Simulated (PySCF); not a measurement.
**C2H12FPSi3: density, localisation and related maps**

The calculation's input:

```
{"job": {"kind": "nmr", "xc": "PBE0", "basis": "pcSseg-1"}, "charge": 0, "multiplicity": 1}
F     -1.155400     1.332629    -1.692831
Si    -1.186423     0.802976    -0.147113
Si    -2.398734    -1.188702    -0.191737
P     -1.931475     2.601694     0.990579
C      0.658312     0.565559     0.295362
C      1.315377    -0.503792    -0.575523
Si     3.166924    -0.723434    -0.194936
H     -2.071857    -2.017101     0.974657
H     -2.111369    -1.985282    -1.386265
H     -3.845569    -0.951826    -0.159685
H     -2.009485     1.926492     2.196592
H     -3.264962     2.363101     0.705699
H      0.764862     0.294708     1.347612
H      1.185897     1.513657     0.165992
H      0.792420    -1.453510    -0.435869
H      1.183303    -0.234414    -1.624764
H      3.862710     0.545714    -0.415115
H      3.316783    -1.119454     1.208534
H      3.718883    -1.759765    -1.068650
```

Run with:

```sh
OMP_NUM_THREADS=1 python probes_run.py task.json out
```

Geometry: GFN2-xTB.

These are results of PBE0/pcSseg-1, SCF density, gas phase, non-relativistic in PySCF, not measurements.

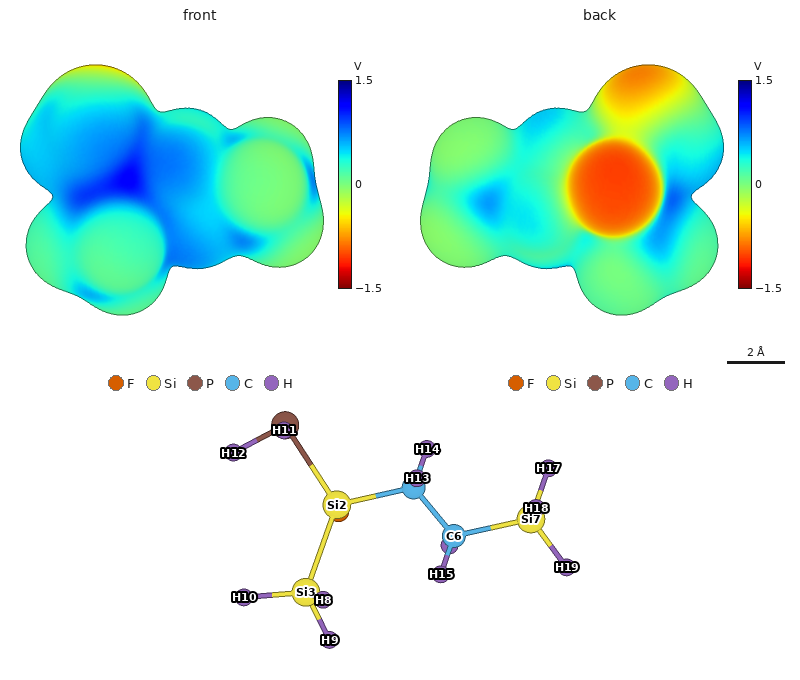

Figure 1. The molecular electrostatic potential painted on the density surface at 0.001 e/bohr³, seen from the front and from behind; red is negative and blue positive. The bare structure is drawn below in the same view.

**Where is the surface potential most negative and most positive?**

The most negative region (about −1.0 V) lies over F1, the most positive (about +1.0 V) over Si2 and Si3.

**What dipole moment does the calculation give?**

Its dipole moment is 1.93 D.

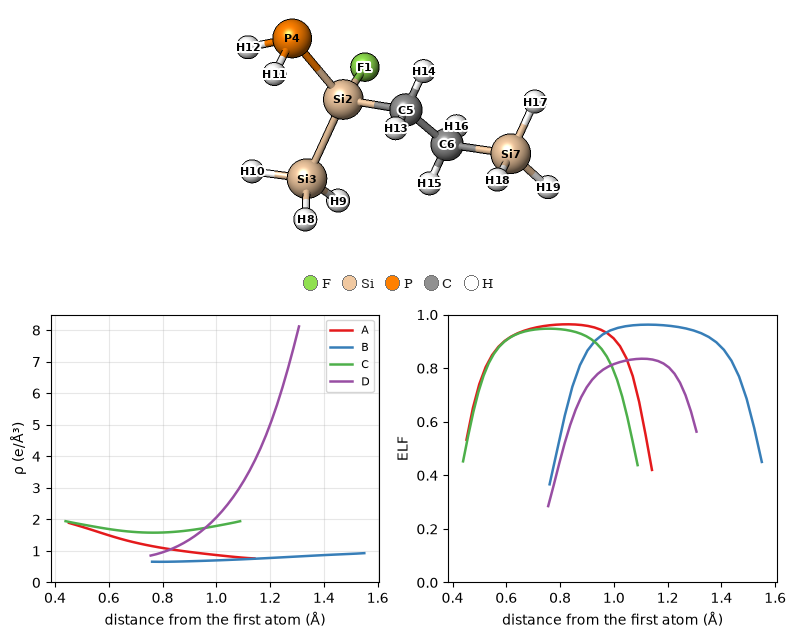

Figure 2. Total electron density and ELF along straight lines between neighbouring atoms. The curves leave out the atomic cores. The structure is drawn too.

**Which curve belongs to which contact (C–C, C–Si, Si–F and Si–P)? The first atom named is at distance zero.**

Curve A: C–Si (1.90 Å): ρ is about 0.92 e/Å³ halfway; the ELF peaks at about 0.95 between the atoms (a covalent bond). Curve B: Si–P (2.25 Å): ρ at the midpoint is about 0.75 e/Å³, with its minimum of 0.66 e/Å³ about 0.8 Å from Si; the ELF peaks at about 0.95 between the atoms; a covalent bond. Curve C: C–C (1.53 Å): the density is about 1.6 e/Å³ at the midpoint; the ELF peaks at about 0.95 between the atoms (localised, covalent bonding). Curve D: Si–F (1.63 Å): ρ is about 1 e/Å³ halfway; the ELF peaks at about 0.85 in the valence shell of F, 0.5 Å from its nucleus, and is about 0.50 at the midpoint.
